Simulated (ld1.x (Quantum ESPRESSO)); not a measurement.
## Fe: pseudopotential generation (part 2 of 2)

The same run, continued: iron (Fe, Z = 26), core [Ar], reference valence 3d6 4s2 4p0, valence charge 8. Method: TM potential, PBE, scalar-relativistic, made with ld1.x (Quantum ESPRESSO) 7.5.

**Output of the test run (extracts), continued**
```
     ---------------------- Testing the pseudopotential ----------------------

     Fe
     scalar relativistic calculation

     atomic number is 26.00   valence charge is  8.00
     dft =PBE   lsd =0 sic =0 latt =0  beta=0.20 tr2=1.0E-14
     mesh =1191 r(mesh) = 101.18024 xmin = -7.00 dx = 0.01250

     n l     nl             e AE (Ry)        e PS (Ry)    De AE-PS (Ry)
     3 2     3D   1( 6.50)       -0.40285       -0.39658       -0.00627  !
     1 0     4S   1( 1.50)       -0.34832       -0.35126        0.00293
     2 1     4P   1( 0.00)       -0.07918       -0.08039        0.00121

     eps = 8.2E-15  iter = 14

     Etot =   -2544.955774 Ry,   -1272.477887 Ha,  -34625.887277 eV
     Etotps =   -63.975861 Ry,     -31.987931 Ha,    -870.435936 eV
     dEtot_ae =      -0.053461 Ry
     dEtot_ps =      -0.050900 Ry,   Delta E=      -0.002561 Ry

     Ekin =      81.277827 Ry,      40.638913 Ha,    1105.841167 eV
     Encl =    -152.656469 Ry,     -76.328234 Ha,   -2076.997066 eV
     Ehrt =      41.074305 Ry,      20.537153 Ha,     558.844396 eV
     Ecxc =     -34.233717 Ry,     -17.116859 Ha,    -465.773448 eV
     (Ecc =     -20.857595 Ry,     -10.428798 Ha,    -283.782037 eV)
     Epseu=       0.562192 Ry,       0.281096 Ha,       7.649015 eV

     ---------------------- End of pseudopotential test ----------------------

     ---------------------- Testing the pseudopotential ----------------------

     Fe
     scalar relativistic calculation

     atomic number is 26.00   valence charge is  8.00
     dft =PBE   lsd =0 sic =0 latt =0  beta=0.20 tr2=1.0E-14
     mesh =1191 r(mesh) = 101.18024 xmin = -7.00 dx = 0.01250

     n l     nl             e AE (Ry)        e PS (Ry)    De AE-PS (Ry)
     3 2     3D   1( 6.00)       -0.78198       -0.77698       -0.00500
     1 0     4S   1( 0.00)       -0.53031       -0.53029       -0.00003
     2 1     4P   1( 2.00)       -0.20297       -0.20295       -0.00003

     eps = 1.5E-15  iter = 20

     Etot =   -2544.280874 Ry,   -1272.140437 Ha,  -34616.704793 eV
     Etotps =   -63.303444 Ry,     -31.651722 Ha,    -861.287228 eV
     dEtot_ae =       0.621439 Ry
     dEtot_ps =       0.621518 Ry,   Delta E=      -0.000079 Ry

     Ekin =      80.705806 Ry,      40.352903 Ha,    1098.058428 eV
     Encl =    -148.909724 Ry,     -74.454862 Ha,   -2026.020001 eV
     Ehrt =      38.359210 Ry,      19.179605 Ha,     521.903644 eV
     Ecxc =     -33.814715 Ry,     -16.907358 Ha,    -460.072641 eV
     (Ecc =     -20.857595 Ry,     -10.428798 Ha,    -283.782037 eV)
     Epseu=       0.355979 Ry,       0.177990 Ha,       4.843342 eV

     ---------------------- End of pseudopotential test ----------------------

     ---------------------- Testing the pseudopotential ----------------------

     Fe
     scalar relativistic calculation

     atomic number is 26.00   valence charge is  8.00
     dft =PBE   lsd =0 sic =0 latt =0  beta=0.20 tr2=1.0E-14
     mesh =1191 r(mesh) = 101.18024 xmin = -7.00 dx = 0.01250

     n l     nl             e AE (Ry)        e PS (Ry)    De AE-PS (Ry)
     3 2     3D   1( 7.00)       -0.28033       -0.27330       -0.00703  !
     1 0     4S   1( 1.00)       -0.31273       -0.31917        0.00644  !
     2 1     4P   1( 0.00)       -0.06376       -0.06631        0.00256

     eps = 3.3E-15  iter = 15

     Etot =   -2544.960455 Ry,   -1272.480228 Ha,  -34625.950962 eV
     Etotps =   -63.974661 Ry,     -31.987331 Ha,    -870.419610 eV
     dEtot_ae =      -0.058142 Ry
     dEtot_ps =      -0.049700 Ry,   Delta E=      -0.008442 Ry

     Ekin =      82.723312 Ry,      41.361656 Ha,    1125.508001 eV
     Encl =    -154.537699 Ry,     -77.268849 Ha,   -2102.592506 eV
     Ehrt =      41.963139 Ry,      20.981570 Ha,     570.937593 eV
     Ecxc =     -34.448992 Ry,     -17.224496 Ha,    -468.702407 eV
     (Ecc =     -20.857595 Ry,     -10.428798 Ha,    -283.782037 eV)
     Epseu=       0.325578 Ry,       0.162789 Ha,       4.429710 eV

     ---------------------- End of pseudopotential test ----------------------
```

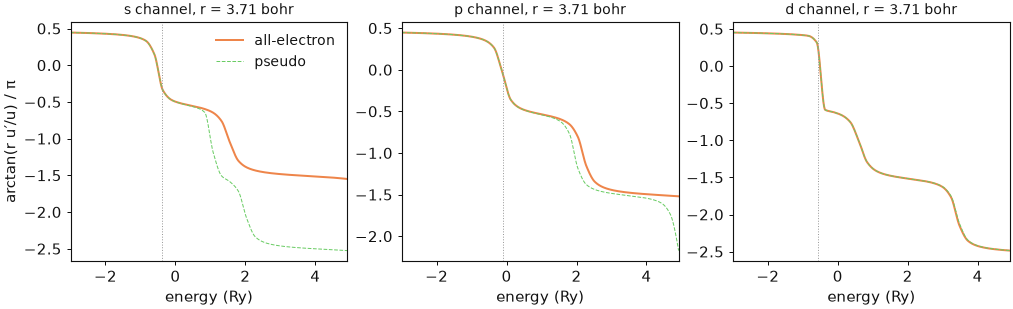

**Figure 1.** Unwrapped phase arctan(r u′/u) in units of π against energy, all-electron (solid) and pseudo (dashed); the pseudo phase is matched to the all-electron one at the reference energy. Here u = r R(r). A near-vertical step is a level narrower than the spacing of the points behind the curves. The dotted line marks the reference energy of the channel.

- Range over which the phases agree within 0.05 rad: s: up to about 0.7 Ry; p: up to about 1.4 Ry; d: up to about 3.2 Ry.
- Ghost states: Going away from the reference energies, the phases part by more than π/2 in: s at about 1.1 Ry (above its reference energy, pseudo phase lower); p at about 4.9 Ry (above its reference energy, pseudo phase lower). Such a step is either a state that only one of the two atoms has or an ordinary level shifted in energy. The separate test gives: ghost states below the valence levels: s at -454.1 eV, p at -189.5 eV. The bound ghosts lie below the range of the plot.

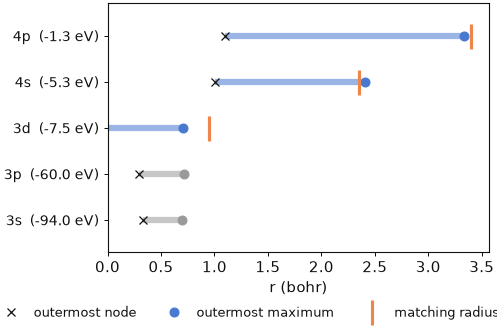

**Figure 2.** Outer shells of the all-electron reference atom: each bar runs from the outermost node (or the nucleus) to the outermost maximum of u(r); the tick is the radius chosen for the pseudo-wave. Shells without a tick have no pseudo-wave of their own. Levels, nodes and maxima are from ld1.x, scalar-relativistic.

- Radii against the shells: 3d: 0.95 bohr, outside the maximum; 4s: 2.35 bohr, between node and maximum; 4p: 3.40 bohr, outside the maximum.

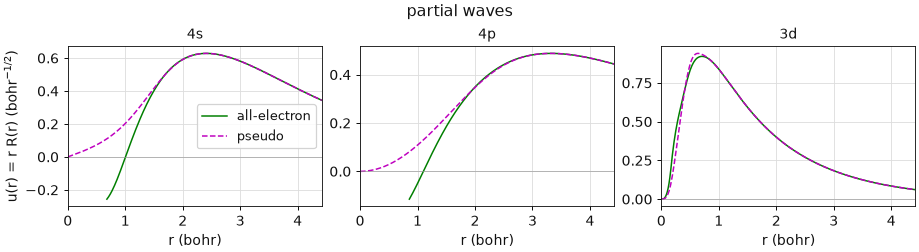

**Figure 3.** All-electron valence functions (solid) with their pseudo partners (dashed). The innermost oscillations of some all-electron curves aren't drawn. Reference configuration 3d6 4s2 4p0.

- Matching radii: 4s at 2.35 bohr; 4p at 3.40 bohr; 3d at 0.95 bohr. The curves merge smoothly, so the plot gives these only roughly.
- Nodes of the pseudo-waves: 4s has no node; 4p has no node; 3d has no node. The potential isn't sound: its ghost test gives ghost states below the valence levels: s at -454.1 eV, p at -189.5 eV.

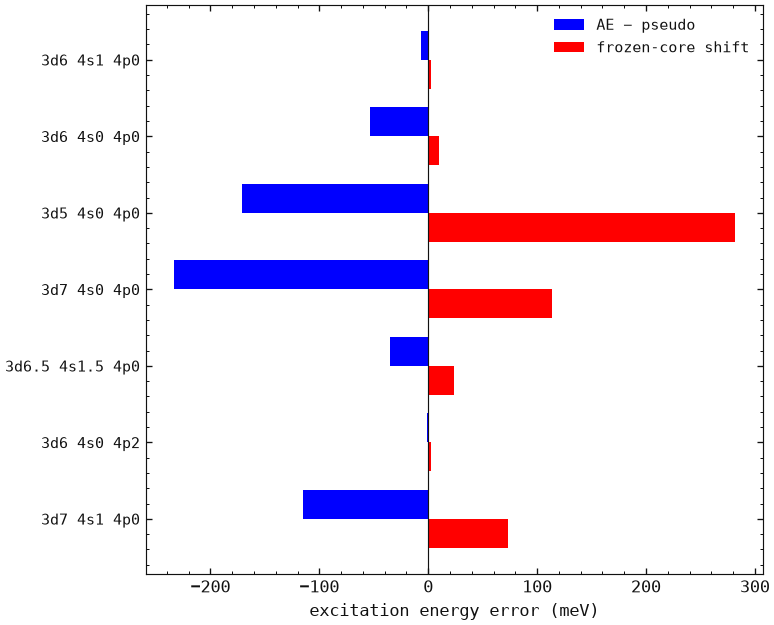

**Figure 4.** Errors, all-electron minus pseudo, of the energies of valence configurations relative to the unpolarised reference 3d6 4s2 4p0. The frozen-core shift is the all-electron excitation energy with the core held at its reference shape less the relaxed one.

- Worst configuration: 3d7 4s0 4p0 (charge +1): the error is -234 meV on an all-electron energy of +6.64 eV relative to the reference, or 3.5 %.
- Configurations within 10 meV and within 50 meV: 2 and 3 of 7.
- Frozen-core shift where the error is largest: +114 meV, beside an error of -234 meV. Freezing the core raises the excitation energy, so by itself it would give an error of -114 meV; the rest, -120 meV, comes from the pseudisation.

Outcome of the run: generated, with a ghost state.
